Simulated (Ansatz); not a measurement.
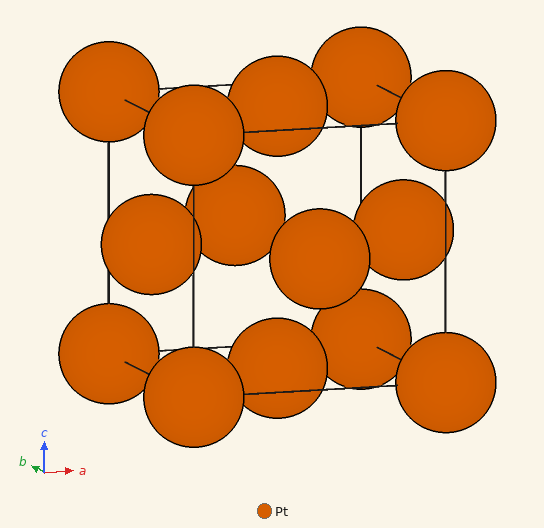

Spheres-only representation of a periodic structure, projected slightly off an axis. Thin lines show the conventional unit cell, with boundary atoms drawn in all their periodic places.

Question: How many atoms belong to the cell?

Answer: 4 (platinum), counting shared atoms by their share.

Question: What lattice type does the structure have?

Answer: Face-centred cubic.

Question: Which textbook structure type do you recognise?

Answer: Face-centred cubic (Cu type).

The starting point was the standard structure of this element. It is drawn as it came out of a relaxation with Ansatz, DFT PBE, scalar-relativistic, plane waves, PAW.
